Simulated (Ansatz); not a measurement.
System: C8H18O2Sn (SMILES CC(C)(C)[O][Sn][O]C(C)(C)C).

```yaml
atoms:
  - { symbol: C, position_ang: [-1.5065, -1.5870, -1.8891] }
  - { symbol: C, position_ang: [-2.0216, -0.6338, -0.8170] }
  - { symbol: C, position_ang: [-2.5657, -1.4231, 0.3686] }
  - { symbol: C, position_ang: [-3.1180, 0.2532, -1.3966] }
  - { symbol: O, position_ang: [-0.9193, 0.1213, -0.3618] }
  - { symbol: Sn, position_ang: [-0.6562, 2.0874, -0.1885] }
  - { symbol: O, position_ang: [1.1665, 2.0076, 0.5332] }
  - { symbol: C, position_ang: [2.0942, 0.9841, 0.8606] }
  - { symbol: C, position_ang: [3.3397, 1.6884, 1.3809] }
  - { symbol: C, position_ang: [2.4287, 0.1733, -0.3857] }
  - { symbol: C, position_ang: [1.5082, 0.0826, 1.9406] }
  - { symbol: H, position_ang: [-0.7076, -2.2090, -1.4807] }
  - { symbol: H, position_ang: [-1.1022, -1.0228, -2.7329] }
  - { symbol: H, position_ang: [-2.3027, -2.2391, -2.2572] }
  - { symbol: H, position_ang: [-3.3921, -2.0726, 0.0687] }
  - { symbol: H, position_ang: [-2.9256, -0.7418, 1.1437] }
  - { symbol: H, position_ang: [-1.7752, -2.0414, 0.7982] }
  - { symbol: H, position_ang: [-3.9552, -0.3469, -1.7605] }
  - { symbol: H, position_ang: [-3.5081, 0.9415, -0.6402] }
  - { symbol: H, position_ang: [-2.7382, 0.8412, -2.2380] }
  - { symbol: H, position_ang: [4.1120, 0.9663, 1.6582] }
  - { symbol: H, position_ang: [3.7435, 2.3532, 0.6143] }
  - { symbol: H, position_ang: [3.0928, 2.2890, 2.2589] }
  - { symbol: H, position_ang: [1.5346, -0.3282, -0.7607] }
  - { symbol: H, position_ang: [3.1862, -0.5836, -0.1662] }
  - { symbol: H, position_ang: [2.8200, 0.8321, -1.1651] }
  - { symbol: H, position_ang: [0.6132, -0.4189, 1.5682] }
  - { symbol: H, position_ang: [2.2313, -0.6776, 2.2477] }
  - { symbol: H, position_ang: [1.2435, 0.6766, 2.8190] }
```

Geometry: PBE0-D4/def2-TZVP; core potentials replace the inner electrons of Sn.

Theory: RKS PBE0-D4/def2-TZVPP (Ansatz 0.2.0).

### What will maps of the electron density and electron localisation function show?

C–O (1.41 Å): ρ is about 2 e/Å³ halfway, with its minimum of 1.8 e/Å³ about 0.5 Å from C; the ELF peaks at about 0.85 between the atoms (a polar covalent bond).
C–C (1.52 Å): ρ is about 1.7 e/Å³ halfway; the ELF peaks at about 0.95 between the atoms (a shared electron pair).
Sn–O (1.96 Å): ρ at the midpoint is about 0.8 e/Å³; the ELF peaks at about 0.85 in the valence shell of O, 0.6 Å from its nucleus, and drops to about 0.15 between the two atoms.
C–H (1.09 Å): the density is about 2 e/Å³ at the midpoint; the ELF climbs to about 1 towards the hydrogen, as it does in any bond to H; a covalent bond by its length.

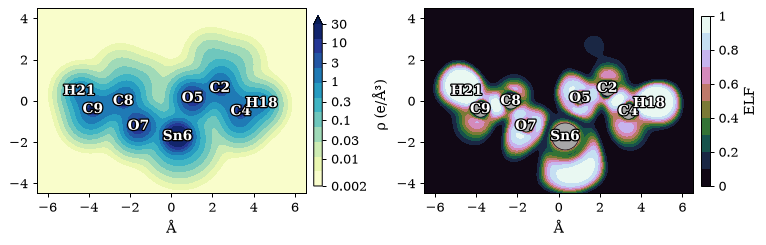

Computed electron density and electron localisation function on the plane of atoms Sn6, O7 and C8, in this order. Grey discs cover the atomic cores in the ELF map. 
